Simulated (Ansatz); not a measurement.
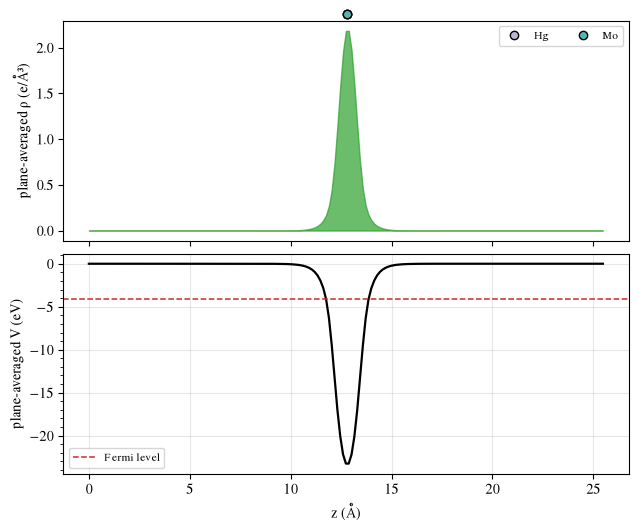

Hg2Mo. Plane average of the electrostatic potential energy of an electron and of the valence pseudo-density across the slab. Circles mark the heights of the atoms.

A structure generated by program, which may or may not match a known phase; spin-polarised.

Level of theory: DFT PBE, scalar-relativistic, plane waves, PAW in Ansatz 0.2.0.

Core electrons are frozen (PAW), and the valence fields are smoothed inside the atomic spheres.

```
CELL_PARAMETERS angstrom
5.00563 0.00000 0.00000
-2.50281 4.33500 0.00000
0.00000 0.00000 25.61044
ATOMIC_POSITIONS crystal
Hg 0.33333 0.66667 0.28703
Hg 0.66667 0.33333 0.28703
Mo 0.00000 0.00000 0.28682
```

**Read off the work function of this surface.**

The potential is flat in the vacuum, 4.06 eV above the Fermi level; this is the work function, the same on both faces.

**What are the slab's thickness and the vacuum gap?**

The outermost nuclei are 0.0 Å apart, in 1 atomic plane; the vacuum between periodic images is 25.6 Å wide.
